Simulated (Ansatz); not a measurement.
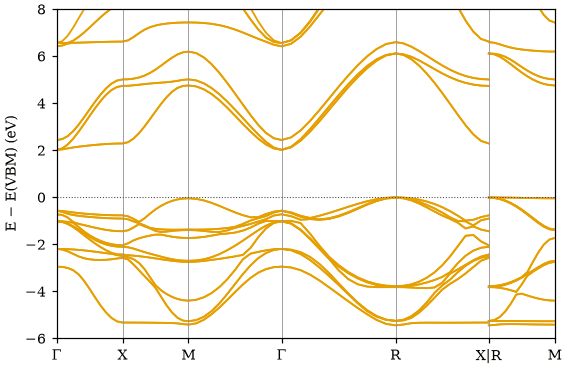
*Band structure from the program Ansatz at the PBE with spin–orbit coupling level (PAW)*

Task: Read off the gap and where the band edges lie.

Result: About 2.0 eV (2.02 eV by a search for the band edges); maximum at R, minimum at Γ.

The material is KTaO3 (cubic perovskite, space group No. 221).

Space group Pm-3m (cubic perovskite). The PBE relaxation kept the symmetry of its start. At this level the phase is dynamically unstable (imaginary phonons). The run is not spin-polarised.

Potentials: the later of the program's two PAW sets.
